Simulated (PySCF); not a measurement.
**CH$_{3}$Cl$_{5}$Si$_{2}$: NMR shielding calculation**

CH$_{3}$Cl$_{5}$Si$_{2}$, SMILES C[Si](Cl)(Cl)[Si](Cl)(Cl)Cl, computed with GIAO B97-2/pcSseg-1 NMR shielding, non-relativistic, IEF-PCM chloroform (PySCF 2.14.0).

The geometry comes from this level: GFN2-xTB. Figures and captions count atoms from 1; the log counts them from 0 in places.

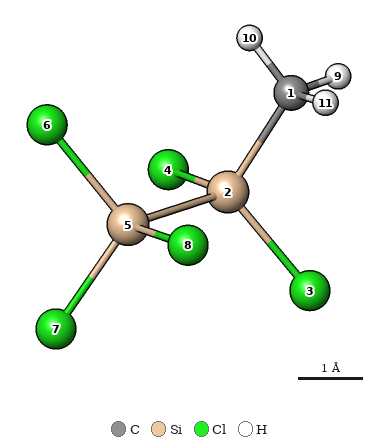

Fig. 1: The structure as given in the input (ball-and-stick view, seen at a tilt; atoms are numbered from 1 in the order of the input).

Summary

| quantity | value |
| --- | --- |
| outcome | converged |
| total energy | −2920.237902 hartree |
| HOMO | −8.26 eV |
| LUMO | −0.86 eV |
| dipole moment | 2.36 D |
| isotropic shielding, C | 176.6 ppm |
| isotropic shielding, Si | 331.2 to 335.7 ppm |
| isotropic shielding, Cl | 814.3 to 891.1 ppm |
| isotropic shielding, H | 30.6 to 30.9 ppm |
| hardware | 1 CPU thread, shared host |
| wall time | 27 s |
| peak memory | 1 GiB |

The input
```
{"job": {"xc": "B97-2", "basis": "pcSseg-1", "solvent": "chloroform", "kind": "nmr", "pop": true}, "charge": 0, "multiplicity": 1}
C     -1.713007     0.244322     0.370003
Si    -0.266929    -0.748572    -0.370756
Cl    -0.604732    -1.021421    -2.347404
Cl    -0.203347    -2.569075     0.511132
Si     1.743863     0.394639    -0.033365
Cl     2.059681     0.683076     1.947498
Cl     3.367481    -0.556267    -0.775847
Cl     1.661669     2.225513    -0.898118
H     -2.660869    -0.269138     0.227059
H     -1.580736     0.396472     1.437511
H     -1.797651     1.223122    -0.093676
```

The first line tells a small driver script what to run in PySCF; the rest is the geometry in Å.

Run as:
```bash
OMP_NUM_THREADS=1 python <driver script> task.json out
```

Log
```
coarse grid: 14320 points
cycle   1  E = -2920.1452570284  dE =  9.437e-01  |g| = 5.953e-01  |ddm| = 3.323e+00
cycle   2  E = -2920.0699738307  dE =  7.528e-02  |g| = 8.137e-01  |ddm| = 1.583e+00
cycle   3  E = -2920.2426401659  dE = -1.727e-01  |g| = 5.712e-02  |ddm| = 9.552e-01
cycle   4  E = -2920.2433835850  dE = -7.434e-04  |g| = 2.301e-02  |ddm| = 8.148e-02
cycle   5  E = -2920.2435204009  dE = -1.368e-04  |g| = 6.360e-03  |ddm| = 2.938e-02
cycle   6  E = -2920.2435303998  dE = -9.999e-06  |g| = 1.171e-03  |ddm| = 7.229e-03
final grid: 109912 points
cycle   7  E = -2920.2378887609  dE = -4.524e-05  |g| = 1.115e-02  |ddm| = 2.674e-02
cycle   8  E = -2920.2378877277  dE =  1.033e-06  |g| = 8.419e-03  |ddm| = 1.642e-02
cycle   9  E = -2920.2379001746  dE = -1.245e-05  |g| = 2.271e-03  |ddm| = 1.098e-02
cycle  10  E = -2920.2379015676  dE = -1.393e-06  |g| = 2.114e-04  |ddm| = 2.782e-03
cycle  11  E = -2920.2379015793  dE = -1.179e-08  |g| = 3.025e-05  |ddm| = 2.596e-04
cycle  12  E = -2920.2379015795  dE = -1.528e-10  |g| = 1.288e-05  |ddm| = 3.512e-05
```

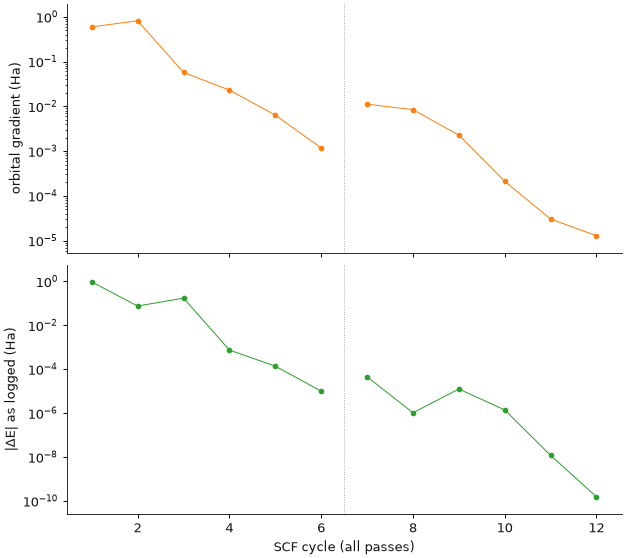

Fig. 2: Convergence of the self-consistent field: orbital gradient and size of the energy change against the SCF cycle. The dotted line marks the change from a coarse to the final integration grid. The first 6 cycles use a coarse grid, the final grid takes over at cycle 7, and the field converges after 12 cycles in all.

```
converged SCF energy = -2920.2379015795

GIAO shielding tensors (ppm)
atom      isotropic    diamagn.    paramagn.     s11        s22        s33       span
  0 C      176.565     254.719     -78.153    164.945    171.399    193.351     28.406
  1 Si     331.186     876.528    -545.342    296.409    336.293    360.857     64.448
  2 Cl     891.113    1148.630    -257.516    777.652    912.355    983.333    205.681
  3 Cl     891.115    1148.636    -257.521    777.691    912.329    983.326    205.635
  4 Si     335.723     874.176    -538.453    325.065    337.314    344.791     19.726
  5 Cl     814.345    1148.379    -334.034    696.628    797.271    949.135    252.507
  6 Cl     823.487    1146.916    -323.428    707.111    804.106    959.245    252.134
  7 Cl     814.382    1148.372    -333.990    696.677    797.268    949.200    252.523
  8 H       30.646      28.689       1.958     26.352     28.013     37.573     11.221
  9 H       30.929      30.814       0.115     26.481     29.212     37.094     10.613
 10 H       30.931      30.804       0.127     26.489     29.202     37.101     10.612
```

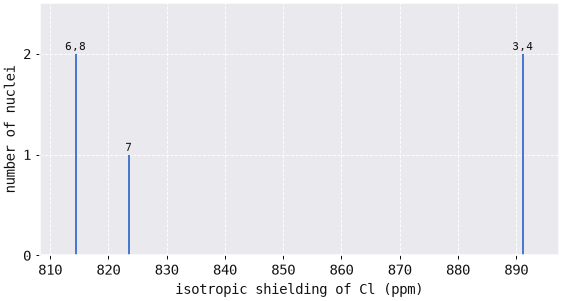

Fig. 3: Isotropic shieldings of the chlorine nuclei in this fixed geometry, labelled by atom number; shielding grows to the right, so chemical shift grows to the left. The least shielded is Cl6 (814.3 ppm), the most shielded Cl4 (891.1 ppm).

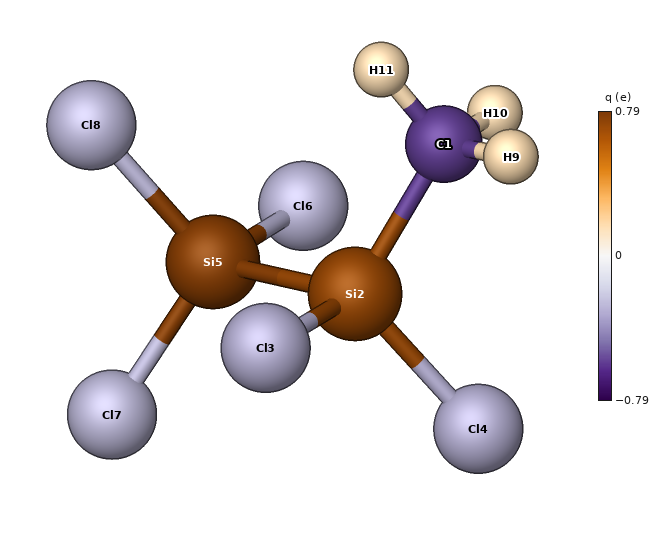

Fig. 4: Mulliken charges, as the colour of each atom (ball-and-stick view, seen at a tilt; atoms are numbered from 1 in the order of the input). By element: C −0.57, Si +0.71 to +0.75, Cl −0.29 to −0.26 and H +0.16 e.
